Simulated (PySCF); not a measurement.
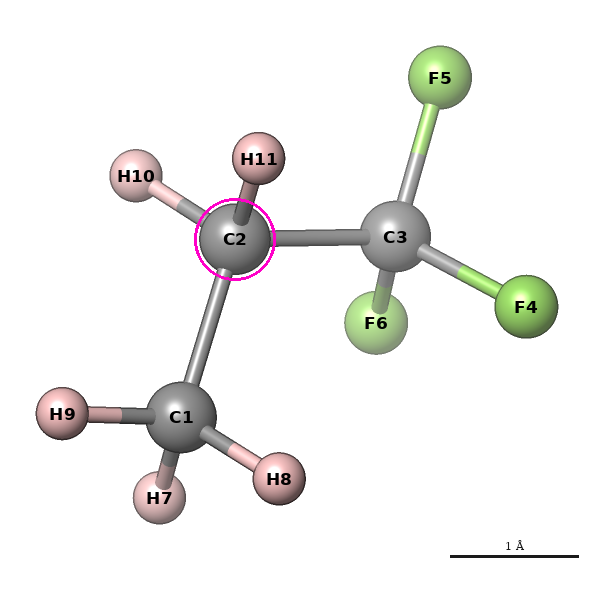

Orthographic view. Distant atoms are faded towards the background colour. The computed structure is the end point of a PBE0-D3(BJ)/def2-SVP optimisation. No frequency run is at hand to confirm it as a minimum.

Which atoms are bonded to the circled atom?

Answer. The circled atom is C2; it is bonded to C1, C3, H10, H11.

Which two atoms are farthest apart in space?

Answer. F5 and H9, 4.51 Å.

Which atom is farthest from the viewer?

Answer. F6, 1.8 Å behind the mean position.

Of C2 and H11, which is nearer the viewer?

Answer. H11; the bond to C2 points away from the viewer, so it looks shorter than its 1.10 Å.
